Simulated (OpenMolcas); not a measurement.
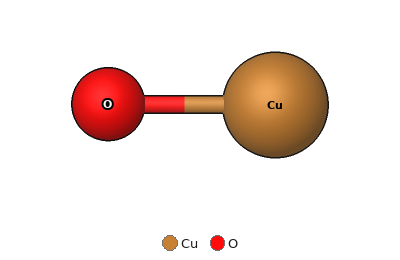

The molecule at the reference distance of 1.767 Å.

# Relativistic diatomic calculation for CuO⁺ (part 1 of 2)

System: CuO⁺.
Method: SA-CASSCF(14,9)/XMS-CASPT2 + RASSI spin-orbit (X2C scalar, AMFI), ANO-RCC-VTZP (OpenMolcas).

Input file:
```
&GATEWAY
Coord
2
angstrom
Cu 0.0 0.0 0.0
O 0.0 0.0 1.7670
Basis=ANO-RCC-VTZP
Group=XY
RX2C
AMFI
ANGMom
0.0 0.0 0.0
RICD
&SEWARD
&GUESSORB
&RASSCF
FileOrb=$CurrDir/o31.orb
Symmetry=1
Spin=3
nActEl=14 0 0
Inactive=7 4
RAS2=5 4
CIRoot=6 6 1
Linear
Iterations=120 100
OrbListing=Nothing
PRWF=0.15
>>COPY $Project.RasOrb $CurrDir/o31.orb
>>COPY $Project.rasscf.h5 $CurrDir/r31.h5
&CASPT2
XMultistate=all
Imaginary=0.2
IPEA=0.25
MaxIter=40
>>COPY $Project.JobMix JOB001
&RASSCF
FileOrb=$CurrDir/o12.orb
Symmetry=2
Spin=1
nActEl=14 0 0
Inactive=7 4
RAS2=5 4
CIRoot=6 6 1
Linear
Iterations=120 100
OrbListing=Nothing
PRWF=0.15
>>COPY $Project.RasOrb $CurrDir/o12.orb
>>COPY $Project.rasscf.h5 $CurrDir/r12.h5
&CASPT2
XMultistate=all
Imaginary=0.2
IPEA=0.25
MaxIter=40
>>COPY $Project.JobMix JOB002
&RASSCF
FileOrb=$CurrDir/o32.orb
Symmetry=2
Spin=3
nActEl=14 0 0
Inactive=7 4
RAS2=5 4
CIRoot=6 6 1
Linear
Iterations=120 100
OrbListing=Nothing
PRWF=0.15
>>COPY $Project.RasOrb $CurrDir/o32.orb
>>COPY $Project.rasscf.h5 $CurrDir/r32.h5
&CASPT2
XMultistate=all
Imaginary=0.2
IPEA=0.25
MaxIter=40
>>COPY $Project.JobMix JOB003
&RASSCF
FileOrb=$CurrDir/o11.orb
Symmetry=1
Spin=1
nActEl=14 0 0
Inactive=7 4
RAS2=5 4
CIRoot=5 5 1
Linear
Iterations=120 100
OrbListing=Nothing
PRWF=0.15
>>COPY $Project.RasOrb $CurrDir/o11.orb
>>COPY $Project.rasscf.h5 $CurrDir/r11.h5
&CASPT2
XMultistate=all
Imaginary=0.2
IPEA=0.25
MaxIter=40
>>COPY $Project.JobMix JOB004
&RASSCF
FileOrb=$CurrDir/o51.orb
Symmetry=1
Spin=5
nActEl=14 0 0
Inactive=7 4
RAS2=5 4
CIRoot=1 1 1
Linear
Iterations=120 100
OrbListing=Nothing
PRWF=0.15
>>COPY $Project.RasOrb $CurrDir/o51.orb
>>COPY $Project.rasscf.h5 $CurrDir/r51.h5
&CASPT2
XMultistate=all
Imaginary=0.2
IPEA=0.25
MaxIter=40
>>COPY $Project.JobMix JOB005
&RASSI
Nr of JobIphs=5 6 6 6 5 1
1 2 3 4 5 6
1 2 3 4 5 6
1 2 3 4 5 6
1 2 3 4 5
1
SpinOrbit
EJob
Omega
MEES
MESO
Properties=4
'AngMom' 3 'Mltpl  1' 1 'Mltpl  1' 2 'Mltpl  1' 3
Thrs=1.0d-4
>>COPY $Project.rassi.h5 $CurrDir/so.h5
```

The first orbital files come from an earlier step.

Hardware: 1 thread of Arm Neoverse V2, 24 GiB of memory available, shared host.

Command:
```bash
pymolcas m.inp (one call a module block, same work directory)
```

Output (extracts):
```
++    Wave function specifications:
      Number of closed shell electrons          22
      Number of electrons in active shells      14
      Number of inactive orbitals               11
      Number of active orbitals                  9
      Number of secondary orbitals              69
      Spin quantum number                      1.0
      State symmetry                             1
++    Orbital specifications:
      Symmetry species                           1   2
                                                 a   b
      Frozen orbitals                            0   0
      Inactive orbitals                          7   4
      Active orbitals                            5   4
      RAS2 orbitals                              5   4
      Secondary orbitals                        35  34
      Number of basis functions                 47  42
      printout of CI-coefficients larger than  0.15 for root  1
      energy=   -1727.778111
      conf/sym  11111 2222     Coeff  Weight
            16  22220 22uu   0.64020 0.40985
            18  22220 u22u   0.46502 0.21625
            19  22220 2uu2  -0.46502 0.21625
            40  u222d 22uu   0.19873 0.03949
      printout of CI-coefficients larger than  0.15 for root  2
      energy=   -1727.737066
      conf/sym  11111 2222     Coeff  Weight
            17  22220 2u2u   0.63973 0.40926
            18  22220 u22u   0.18221 0.03320
            19  22220 2uu2   0.18221 0.03320
            20  22220 u2u2  -0.63973 0.40926
      printout of CI-coefficients larger than  0.15 for root  3
      energy=   -1727.737066
      conf/sym  11111 2222     Coeff  Weight
            17  22220 2u2u  -0.18221 0.03320
            18  22220 u22u   0.63973 0.40926
            19  22220 2uu2   0.63973 0.40926
            20  22220 u2u2   0.18221 0.03320
      printout of CI-coefficients larger than  0.15 for root  4
      energy=   -1727.735703
      conf/sym  11111 2222     Coeff  Weight
            17  22220 2u2u   0.66576 0.44324
            20  22220 u2u2   0.66576 0.44324
      printout of CI-coefficients larger than  0.15 for root  5
      energy=   -1727.699990
      conf/sym  11111 2222     Coeff  Weight
            16  22220 22uu   0.21426 0.04591
            18  22220 u22u  -0.22143 0.04903
            19  22220 2uu2   0.22143 0.04903
            22  222ud 22uu  -0.17577 0.03090
            40  u222d 22uu   0.44104 0.19452
           155  u222u 22du  -0.58493 0.34215
           158  u222u 22ud   0.41361 0.17107
           203  u22u2 22du   0.17562 0.03084
      printout of CI-coefficients larger than  0.15 for root  6
      energy=   -1727.692777
      conf/sym  11111 2222     Coeff  Weight
            16  22220 22uu  -0.22894 0.05241
            18  22220 u22u   0.30516 0.09312
            19  22220 2uu2  -0.30516 0.09312
            22  222ud 22uu   0.19744 0.03898
            40  u222d 22uu  -0.48547 0.23568
           155  u222u 22du  -0.48589 0.23609
           158  u222u 22ud   0.34358 0.11805
           203  u22u2 22du   0.16197 0.02624
      Natural orbitals and occupation numbers for root  1
      sym 1:   1.933294   1.999690   1.999690   1.883675   0.183771
      sym 2:   1.824237   1.824237   1.175702   1.175702
      Natural orbitals and occupation numbers for root  2
      sym 1:   1.999466   1.999343   1.999764   1.857102   0.144355
      sym 2:   1.503369   1.503369   1.496616   1.496616
      Natural orbitals and occupation numbers for root  3
      sym 1:   1.999466   1.999764   1.999343   1.857102   0.144355
      sym 2:   1.503369   1.503369   1.496616   1.496616
      Natural orbitals and occupation numbers for root  4
      sym 1:   1.999393   1.999868   1.999868   1.858163   0.142678
      sym 2:   1.502636   1.502636   1.497379   1.497379
      Natural orbitals and occupation numbers for root  5
      sym 1:   1.227236   1.999855   1.999855   1.932202   0.841010
      sym 2:   1.941065   1.941065   1.058856   1.058856
      Natural orbitals and occupation numbers for root  6
      sym 1:   1.326803   1.999850   1.999850   1.904500   0.769153
      sym 2:   1.901503   1.901503   1.098419   1.098419
      RASSCF energy for state  6                  -1727.69277707
::    RASSCF root number  1 Total energy:  -1727.77811112
::    RASSCF root number  2 Total energy:  -1727.73706558
::    RASSCF root number  3 Total energy:  -1727.73706558
::    RASSCF root number  4 Total energy:  -1727.73570308
::    RASSCF root number  5 Total energy:  -1727.69998952
::    RASSCF root number  6 Total energy:  -1727.69277707
      Von Neumann Entropy (Root   1) =  1.58887
++    Wave function specifications:
      Number of closed shell electrons           8
      Number of electrons in active shells      14
      Number of inactive orbitals                4
      Number of active orbitals                  9
      Number of secondary orbitals              69
      Spin quantum number                      1.0
      State symmetry                             1
      Number of CSFs                           310
      Number of CASSCF root(s) available         6
      CASPT2 state passed to geometry opt.       6
      A file JOBMIX will be created
      This is a MULTI-STATE CASSCF reference
      Number of CI roots used                    6
      These are:                                 1   2   3   4   5   6
      Off-diagonal elements of Heff are computed
  FINAL CASPT2 RESULT:
      Reference energy:       -1727.7781111156
      E2 (Non-variational):      -0.9343113397
      Shift correction:          -0.0026168001
      E2 (Variational):          -0.9369281398
      Total energy:           -1728.7150392554
      Reference weight:           0.86042
  FINAL CASPT2 RESULT:
      Reference energy:       -1727.7370655813
      E2 (Non-variational):      -0.8902031474
      Shift correction:          -0.0020299241
      E2 (Variational):          -0.8922330715
      Total energy:           -1728.6292986527
      Reference weight:           0.87745
  FINAL CASPT2 RESULT:
      Reference energy:       -1727.7370655813
      E2 (Non-variational):      -0.8901177489
      Shift correction:          -0.0020283725
      E2 (Variational):          -0.8921461214
      Total energy:           -1728.6292117027
      Reference weight:           0.87749
  FINAL CASPT2 RESULT:
      Reference energy:       -1727.7357030777
      E2 (Non-variational):      -0.8901419827
      Shift correction:          -0.0020013001
      E2 (Variational):          -0.8921432828
      Total energy:           -1728.6278463606
      Reference weight:           0.87766
  FINAL CASPT2 RESULT:
      Reference energy:       -1727.6999895169
      E2 (Non-variational):      -0.8878801907
      Shift correction:          -0.0038446965
      E2 (Variational):          -0.8917248872
      Total energy:           -1728.5917144041
      Reference weight:           0.86696
  FINAL CASPT2 RESULT:
      Reference energy:       -1727.6927770675
      E2 (Non-variational):      -0.8937687480
      Shift correction:          -0.0034008471
      E2 (Variational):          -0.8971695952
      Total energy:           -1728.5899466627
      Reference weight:           0.87011
       Total XMS-CASPT2 energies:
::    XMS-CASPT2 Root  1     Total energy:  -1728.71884333
::    XMS-CASPT2 Root  2     Total energy:  -1728.62929866
::    XMS-CASPT2 Root  3     Total energy:  -1728.62921170
::    XMS-CASPT2 Root  4     Total energy:  -1728.62784641
::    XMS-CASPT2 Root  5     Total energy:  -1728.59136673
::    XMS-CASPT2 Root  6     Total energy:  -1728.58649021
++    Wave function specifications:
      Number of closed shell electrons          22
      Number of electrons in active shells      14
      Number of inactive orbitals               11
      Number of active orbitals                  9
      Number of secondary orbitals              69
      Spin quantum number                      0.0
      State symmetry                             2
      printout of CI-coefficients larger than  0.15 for root  1
      energy=   -1727.770149
      conf/sym  11111 2222     Coeff  Weight
            33  222u0 222d  -0.96895 0.93887
           213  022u2 222d  -0.15700 0.02465
      printout of CI-coefficients larger than  0.15 for root  2
      energy=   -1727.770149
      conf/sym  11111 2222     Coeff  Weight
            40  222u0 22d2  -0.96895 0.93887
           214  022u2 22d2  -0.15700 0.02465
      printout of CI-coefficients larger than  0.15 for root  3
      energy=   -1727.750274
      conf/sym  11111 2222     Coeff  Weight
            64  22u20 22d2  -0.68954 0.47547
            81  2u220 222d  -0.68954 0.47547
      printout of CI-coefficients larger than  0.15 for root  4
      energy=   -1727.750274
      conf/sym  11111 2222     Coeff  Weight
            57  22u20 222d   0.68954 0.47547
            88  2u220 22d2  -0.68954 0.47547
      printout of CI-coefficients larger than  0.15 for root  5
      energy=   -1727.749764
      conf/sym  11111 2222     Coeff  Weight
            57  22u20 222d  -0.32656 0.10664
            64  22u20 22d2   0.60916 0.37107
            81  2u220 222d  -0.60915 0.37107
            88  2u220 22d2  -0.32656 0.10664
      printout of CI-coefficients larger than  0.15 for root  6
      energy=   -1727.749764
      conf/sym  11111 2222     Coeff  Weight
            57  22u20 222d   0.60915 0.37107
            64  22u20 22d2   0.32656 0.10664
            81  2u220 222d  -0.32656 0.10664
            88  2u220 22d2   0.60915 0.37107
      Natural orbitals and occupation numbers for root  1
      sym 1:   1.919399   1.999910   1.997982   1.009438   0.073947
      sym 2:   1.999943   1.993178   1.997499   1.008704
      Natural orbitals and occupation numbers for root  2
      sym 1:   1.919399   1.999910   1.997982   1.009438   0.073947
      sym 2:   1.993178   1.999943   1.008704   1.997499
      Natural orbitals and occupation numbers for root  3
      sym 1:   1.921775   1.498590   1.502218   1.999730   0.078254
      sym 2:   1.999790   1.998951   1.502138   1.498554
      Natural orbitals and occupation numbers for root  4
      sym 1:   1.921775   1.498592   1.502216   1.999730   0.078254
      sym 2:   1.998951   1.999790   1.498556   1.502136
      Natural orbitals and occupation numbers for root  5
      sym 1:   1.922453   1.500002   1.500000   1.999744   0.078351
      sym 2:   1.999820   1.999820   1.499904   1.499907
      Natural orbitals and occupation numbers for root  6
      sym 1:   1.922453   1.500002   1.500000   1.999744   0.078351
      sym 2:   1.999820   1.999820   1.499905   1.499906
      RASSCF energy for state  6                  -1727.74976392
::    RASSCF root number  1 Total energy:  -1727.77014862
::    RASSCF root number  2 Total energy:  -1727.77014862
::    RASSCF root number  3 Total energy:  -1727.75027389
::    RASSCF root number  4 Total energy:  -1727.75027389
::    RASSCF root number  5 Total energy:  -1727.74976392
::    RASSCF root number  6 Total energy:  -1727.74976392
      Von Neumann Entropy (Root   1) =  1.23705
++    Wave function specifications:
      Number of closed shell electrons           8
      Number of electrons in active shells      14
      Number of inactive orbitals                4
      Number of active orbitals                  9
      Number of secondary orbitals              69
      Spin quantum number                      0.0
      State symmetry                             2
      Number of CSFs                           260
      Number of CASSCF root(s) available         6
      CASPT2 state passed to geometry opt.       6
      A file JOBMIX will be created
      This is a MULTI-STATE CASSCF reference
      Number of CI roots used                    6
      These are:                                 1   2   3   4   5   6
      Off-diagonal elements of Heff are computed
  FINAL CASPT2 RESULT:
      Reference energy:       -1727.7701486216
      E2 (Non-variational):      -0.8980538400
      Shift correction:          -0.0018995804
      E2 (Variational):          -0.8999534205
      Total energy:           -1728.6701020421
      Reference weight:           0.87627
  FINAL CASPT2 RESULT:
      Reference energy:       -1727.7701486209
      E2 (Non-variational):      -0.8980538400
      Shift correction:          -0.0018995804
      E2 (Variational):          -0.8999534204
      Total energy:           -1728.6701020413
      Reference weight:           0.87627
  FINAL CASPT2 RESULT:
      Reference energy:       -1727.7502738911
      E2 (Non-variational):      -0.8831810380
      Shift correction:          -0.0015042911
      E2 (Variational):          -0.8846853291
      Total energy:           -1728.6349592202
      Reference weight:           0.88244
  FINAL CASPT2 RESULT:
      Reference energy:       -1727.7502738909
      E2 (Non-variational):      -0.8831809869
      Shift correction:          -0.0015042897
      E2 (Variational):          -0.8846852765
      Total energy:           -1728.6349591674
      Reference weight:           0.88244
  FINAL CASPT2 RESULT:
      Reference energy:       -1727.7497639231
      E2 (Non-variational):      -0.8830498835
      Shift correction:          -0.0015023567
      E2 (Variational):          -0.8845522402
      Total energy:           -1728.6343161633
      Reference weight:           0.88250
  FINAL CASPT2 RESULT:
      Reference energy:       -1727.7497639231
      E2 (Non-variational):      -0.8830497672
      Shift correction:          -0.0015023550
      E2 (Variational):          -0.8845521222
      Total energy:           -1728.6343160453
      Reference weight:           0.88250
       Total XMS-CASPT2 energies:
::    XMS-CASPT2 Root  1     Total energy:  -1728.67008284
::    XMS-CASPT2 Root  2     Total energy:  -1728.67008283
::    XMS-CASPT2 Root  3     Total energy:  -1728.63498068
::    XMS-CASPT2 Root  4     Total energy:  -1728.63498063
::    XMS-CASPT2 Root  5     Total energy:  -1728.63431396
::    XMS-CASPT2 Root  6     Total energy:  -1728.63431374
++    Wave function specifications:
      Number of closed shell electrons          22
      Number of electrons in active shells      14
      Number of inactive orbitals               11
      Number of active orbitals                  9
      Number of secondary orbitals              69
      Spin quantum number                      1.0
      State symmetry                             2
      printout of CI-coefficients larger than  0.15 for root  1
      energy=   -1727.772384
      conf/sym  11111 2222     Coeff  Weight
           122  222u0 22u2   0.97253 0.94582
      printout of CI-coefficients larger than  0.15 for root  2
      energy=   -1727.772384
      conf/sym  11111 2222     Coeff  Weight
           121  222u0 222u  -0.97253 0.94582
      printout of CI-coefficients larger than  0.15 for root  3
      energy=   -1727.750298
      conf/sym  11111 2222     Coeff  Weight
           125  22u20 222u   0.25326 0.06414
           126  22u20 22u2  -0.64625 0.41764
           129  2u220 222u   0.64625 0.41764
           130  2u220 22u2   0.25326 0.06414
      printout of CI-coefficients larger than  0.15 for root  4
      energy=   -1727.750298
      conf/sym  11111 2222     Coeff  Weight
           125  22u20 222u  -0.64625 0.41764
           126  22u20 22u2  -0.25326 0.06414
           129  2u220 222u   0.25326 0.06414
           130  2u220 22u2  -0.64625 0.41764
      printout of CI-coefficients larger than  0.15 for root  5
      energy=   -1727.749682
      conf/sym  11111 2222     Coeff  Weight
           125  22u20 222u   0.47733 0.22784
           126  22u20 22u2   0.50196 0.25196
           129  2u220 222u   0.50196 0.25196
           130  2u220 22u2  -0.47733 0.22784
      printout of CI-coefficients larger than  0.15 for root  6
      energy=   -1727.749682
      conf/sym  11111 2222     Coeff  Weight
           125  22u20 222u  -0.50196 0.25196
           126  22u20 22u2   0.4SPIN-FREE ENERGIES:
  (Shifted by EMIN (a.u.) =      -1728.7188433312)
 SF State       Relative EMIN(au)   Rel lowest level(eV)    D:o, cm**(-1)      Abs_M
     1             0.0000000000        0.0000000000              0.0000         0.0
    13             0.0379800619        1.0334901340           8335.6601         1.0
    14             0.0379800628        1.0334901575           8335.6603         1.0
    19             0.0447342916        1.2172820878           9818.0422         2.0
    20             0.0447703672        1.2182637532           9825.9598         2.0
     7             0.0487604944        1.3268406471          10701.6915         1.0
     8             0.0487604967        1.3268407092          10701.6920         1.0
    21             0.0605588229        1.6478895216          13291.1253         0.0
     9             0.0838626509        2.2820189857          18405.7244         1.0
    10             0.0838626996        2.2820203091          18405.7351         1.0
    15             0.0842326984        2.2920884917          18486.9404         3.0
    16             0.0842326984        2.2920884917          18486.9404         3.0
    11             0.0845293739        2.3001614426          18552.0532         3.0
    12             0.0845295919        2.3001673737          18552.1010         3.0
    22             0.0849147429        2.3106478679          18636.6319         0.0
    17             0.0851193427        2.3162153106          18681.5364         1.0
    18             0.0851193433        2.3162153287          18681.5365         1.0
     2             0.0895446730        2.4366346831          19652.7841         2.0
     3             0.0896316340        2.4390010114          19671.8698         2.0
     4             0.0909969230        2.4761524190          19971.5161         0.0
    24             0.1224170390        3.3311373313          26867.4345         0.0
     5             0.1274766001        3.4688150013          27977.8798         0.0
     6             0.1323531189        3.6015118389          29048.1520         0.0
    23             0.1338621822        3.6425755426          29379.3531         0.0
```

(Continued in part 2.) Outcome of the run: converged; components of a degenerate state are split by 19 cm⁻¹.
